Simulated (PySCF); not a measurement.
# C8H12 (SMILES C#CC=C(CC)CC): what the fields show

Input file:

```
{"job": {"kind": "sp", "xc": "wB97X", "basis": "ma-def2-TZVP", "d3": "d3bj", "grid": 2}, "charge": 0, "multiplicity": 1}
C      3.101376    -1.290459    -1.264460
C      2.377938    -0.536735    -0.641358
C      1.556370     0.358803     0.095524
C      0.212910     0.257244     0.201825
C     -0.571229     1.268071     0.990088
C     -1.332042     2.256044     0.105767
C     -0.555097    -0.867482    -0.433611
C     -0.779972    -2.029830     0.534421
H      3.738783    -1.957639    -1.814163
H      2.072014     1.179601     0.607573
H     -1.288911     0.737457     1.640196
H      0.106229     1.821435     1.659260
H     -0.636849     2.848221    -0.508116
H     -2.025424     1.742672    -0.577790
H     -1.925832     2.952991     0.716550
H     -0.014102    -1.231597    -1.320117
H     -1.529793    -0.490783    -0.785397
H      0.180375    -2.469656     0.841827
H     -1.308416    -1.705826     1.444392
H     -1.382364    -2.821772     0.063868
```

Command:

```sh
OMP_NUM_THREADS=1 python redox_run.py task.json out
```

Geometry: PBE0-D3(BJ)/ma-def2-SVP.

All numbers below come from PySCF 2.14.0, density-fitted response routines, DFT single point, gas phase, functional wB97X.

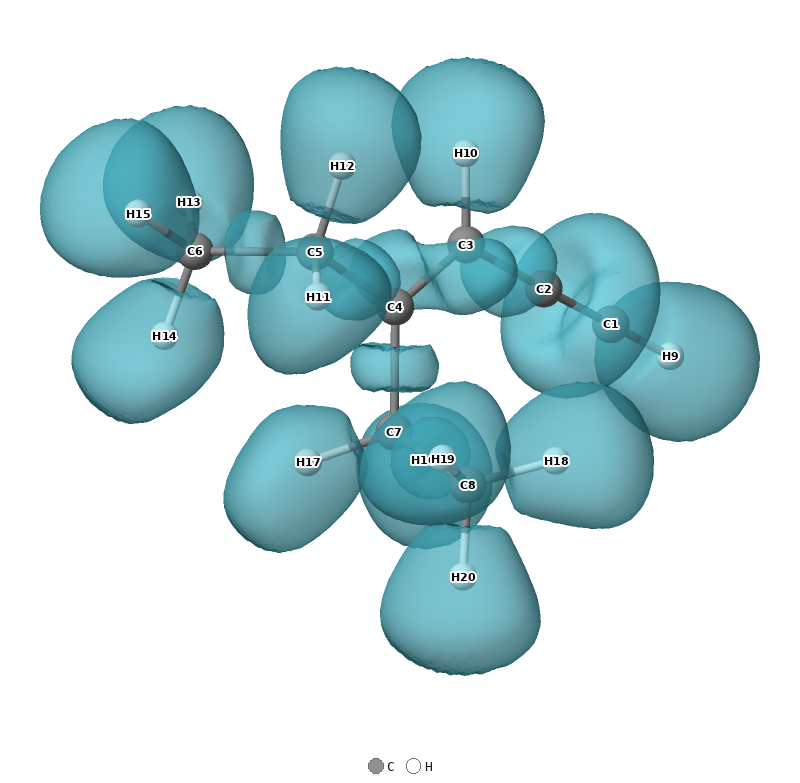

Figure 1. Isosurface of the electron localisation function at 0.75 (cyan), seen at a tilt. Core shells and regions of very low density are left out.

Question: What do the ELF domains correspond to?

Answer: The ELF exceeds this value in seven regions between bonded C–C atoms (shared pairs) and twelve regions around hydrogen nuclei. Profiles from the grid: C–C (1.22 Å): the ELF peaks at about 0.85 between the atoms (a multiple bond). C–H (1.07 Å): the ELF climbs to about 1 towards the hydrogen, as it does in any bond to H (a covalent bond by its length).

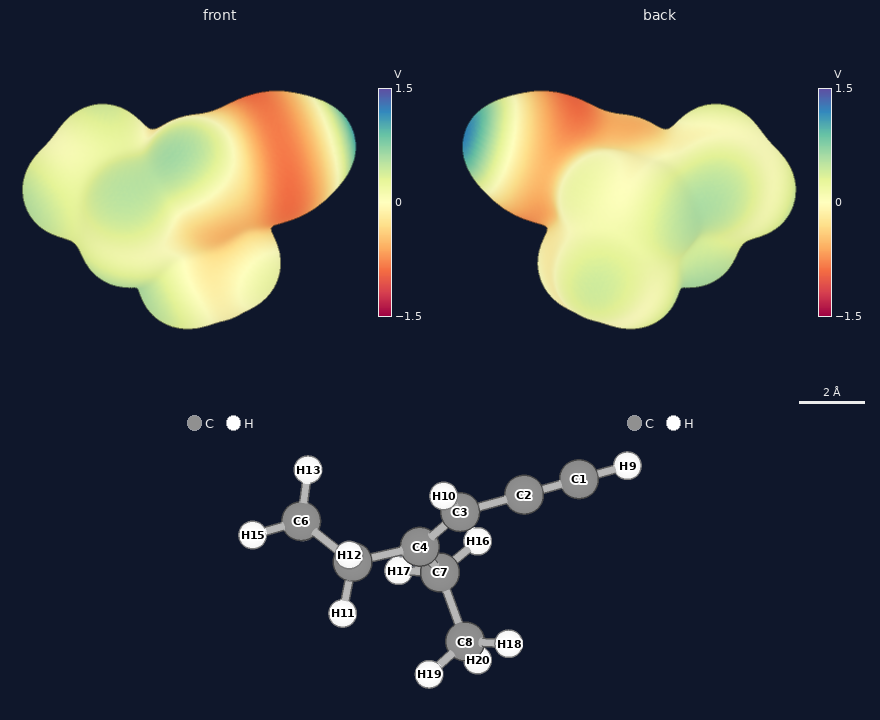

Figure 2. The molecular electrostatic potential painted on the density surface at 0.001 e/bohr³, seen from the front and from behind; the colour scale runs from red (negative) to blue (positive). The bare structure is drawn below in the same view.

Question: Describe the electrostatic potential map.

Answer: The most negative region (about −0.9 V, or −21 kcal/mol for a unit charge) lies over C1 and C2, the most positive (about +1.1 V, or +25 kcal/mol for a unit charge) over H9.

Question: How polar is the molecule by this calculation?

Answer: Its dipole moment is 1.28 D.

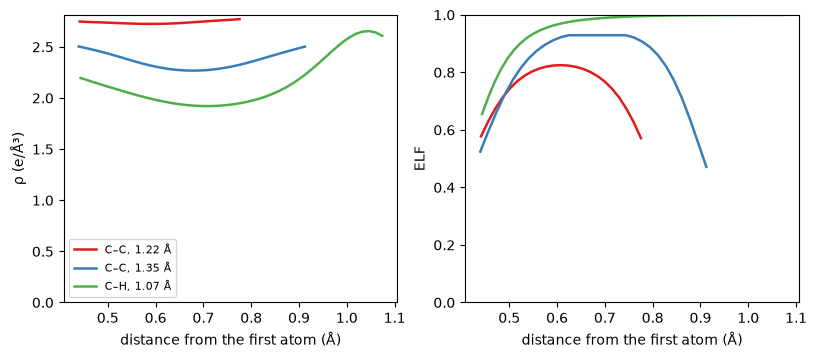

Figure 3. Electron density and electron localisation function along straight lines between neighbouring atoms. The curves leave out the atomic cores.

Question: What can be read from the curves?

Answer: C–C (1.22 Å): ρ is about 2.7 e/Å³ halfway; the ELF peaks at about 0.85 between the atoms (a short, multiple covalent bond).
C–C (1.35 Å): ρ at the midpoint is about 2.3 e/Å³; the ELF peaks at about 0.95 between the atoms (a covalent bond).
C–H (1.07 Å): ρ is about 2.1 e/Å³ halfway; the ELF climbs to about 1 towards the hydrogen (a covalent bond by its length).
